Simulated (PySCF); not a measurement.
C6H13O (doublet)

Input file:

```
{"job": {"kind": "epr", "basis": "pcH-1"}, "charge": 0, "multiplicity": 2}
C     -1.400092    -1.530125     0.251735
C     -0.550060    -0.483246    -0.337745
C     -0.980616     0.925334     0.086460
C     -2.336593     1.296865    -0.498395
C      0.932894    -0.702849     0.057868
O      1.737239     0.177105    -0.689596
C      3.099769     0.076312    -0.374366
H     -1.842385    -1.388018     1.218825
H     -1.482539    -2.494572    -0.209692
H     -0.575366    -0.551255    -1.432206
H     -1.025658     0.971280     1.176942
H     -0.224348     1.633560    -0.253640
H     -2.295943     1.290277    -1.585319
H     -3.093273     0.582780    -0.180468
H     -2.635283     2.290077    -0.170964
H      1.222307    -1.746069    -0.143133
H      1.058350    -0.515376     1.135616
H      3.486685    -0.928703    -0.587172
H      3.617730     0.803431    -0.996664
H      3.282036     0.303871     0.684014
```

Command:

```sh
OMP_NUM_THREADS=1 python probes_run.py task.json out
```

Geometry: GFN2-xTB.

These are results of UKS B3LYP, pcH-1 on C H O, non-relativistic, mean-field spin-orbit, GIAO in PySCF 2.14.0, density-fitted response routines, not measurements.

**What will maps of the electron density, electron localisation function and spin density show?**

C–O (1.40 Å): the density is about 2 e/Å³ at the midpoint; the ELF peaks at about 0.85 between the atoms, as expected for a shared but strongly polarised pair.
C–C (1.47 Å): ρ is about 1.7 e/Å³ halfway; the ELF peaks at about 0.95 between the atoms: a shared electron pair.
C–H (1.09 Å): ρ is about 1.9 e/Å³ halfway; the ELF is about 1 at the midpoint; an ordinary covalent bond to hydrogen.
C–C (1.55 Å): ρ at the midpoint is about 1.5 e/Å³; the ELF peaks at about 0.95 between the atoms, as expected for localised, covalent bonding.
The unpaired spin (1 electron) lies mostly on C1 (about 0.7) and H8 (about 0.1), in electrons by Hirshfeld's partition.

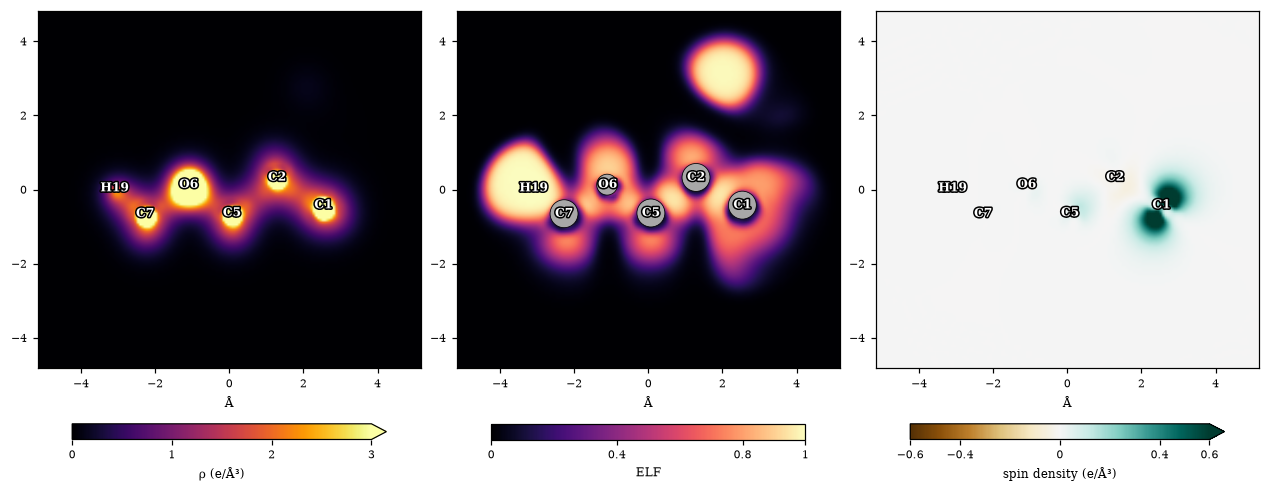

Computed electron density, electron localisation function and spin density on the plane of atoms O6, C7 and H19, in this order. Grey discs cover the atomic cores in the ELF map. 
